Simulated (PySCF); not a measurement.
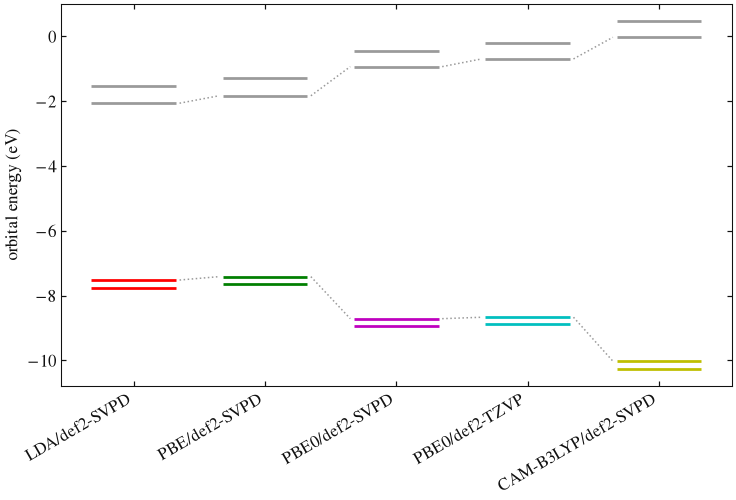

Frontier orbital energies of GeH₂BrF, SMILES [F][GeH2][Br], singlet at one geometry, PySCF, at a PBE0-D3(BJ)/def2-SVP geometry (no frequency check). Empty levels are grey, levels within 0.1 eV stand side by side; all columns show the same few orbitals around the gap. Dotted lines join the HOMOs and the LUMOs.

**Compare the HOMO-LUMO separations.**

The separation grows from 5.46 eV (LDA/def2-SVPD) to 9.99 eV (CAM-B3LYP/def2-SVPD).

```
              level  HOMO (eV)  LUMO (eV)  separation (eV)
      LDA/def2-SVPD      −7.52      −2.06             5.46
      PBE/def2-SVPD      −7.42      −1.83             5.58
     PBE0/def2-SVPD      −8.71      −0.93             7.78
     PBE0/def2-TZVP      −8.67      −0.70             7.97
CAM-B3LYP/def2-SVPD     −10.02      −0.03             9.99
```

Limits of at least one run: empty levels above zero depend strongly on the basis; spin-orbit coupling is left out, and with Br it can shift these levels and split any degenerate set.
